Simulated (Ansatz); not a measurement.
Pulling on the Br1–Cl2 bond in BrCl (multiplicity 1 held). Energies count from the point at 2.165 Å.


Restricted levels (R-, RO-) in cc, def2 and unpolarised 6-31G sets keep to the state of the molecule at rest. Active spaces are followed from rest. Curves can end on different states.

Frozen-core correlation. Filled d and f shells under p-block atoms count as core.

Programs: Ansatz (Gaussian basis) for Hartree–Fock, density functionals and correlated methods. 

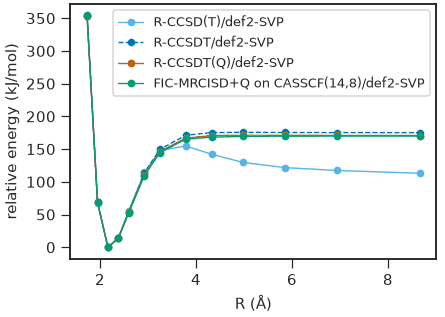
Relative energy along the coordinate

Doubts at one or more of the structures used: a restricted determinant that unrestricted orbitals would lower (R-CCSD(T)/def2-SVP, R-CCSDT/def2-SVP, R-CCSDT(Q)/def2-SVP); other coupled-cluster roots lie near (R-CCSD(T)/def2-SVP, R-CCSDT/def2-SVP, R-CCSDT(Q)/def2-SVP).

Ansatz is a quantum-chemistry and plane-wave program.
